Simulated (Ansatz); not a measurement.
# F₆Si (charge −2): what the fields show

```xyz
7

Si    0.0000    0.0000    0.0000
F     1.7390    0.0000    0.0000
F    -1.7390    0.0000    0.0000
F     0.0000    1.7390    0.0000
F     0.0000   -1.7390    0.0000
F     0.0000    0.0000    1.7390
F     0.0000    0.0000   -1.7390
```

The highest occupied orbital lies above zero, a sign that basis and functional describe the outermost electron poorly.

Theory: DFT PBE, Gaussian basis def2-TZVP (Ansatz).

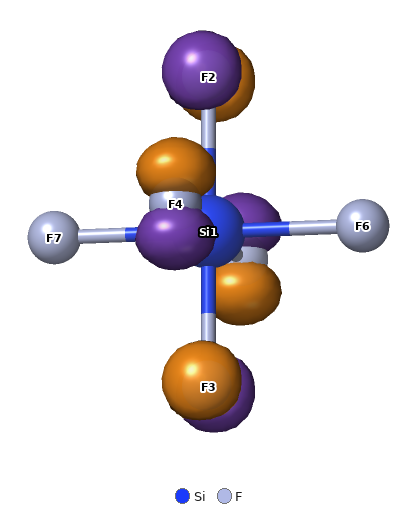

Figure 1. The HOMO at ±0.3 Å⁻³ᐟ² (orange and purple are the two phases), seen at a tilt.

Question: What is the character of this orbital?

Answer: Its weight (Hirshfeld) is mainly on F2 (about 25 %), F3 (about 25 %), F4 (about 25 %) and F5 (about 25 %); it is gerade (even under inversion); largely a combination of lone pairs on F2, F3, F4 and F5. It is one of a degenerate set, so its orientation is arbitrary. Its energy is 3.05 eV.

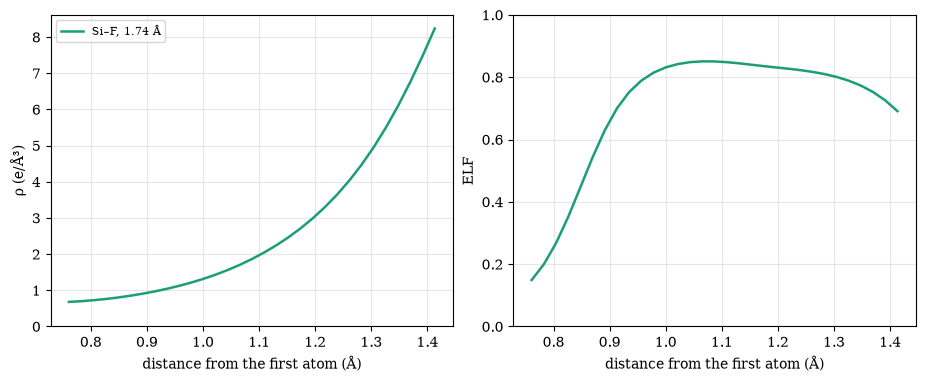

Figure 2. Total electron density and electron localisation function along straight lines between neighbouring atoms. The curves leave out the atomic cores.

Question: What can be read from the curves?

Answer: Si–F (1.74 Å): ρ at the midpoint is about 0.85 e/Å³; the ELF peaks at about 0.85 in the valence shell of F, 0.7 Å from its nucleus, and is about 0.55 at the midpoint.
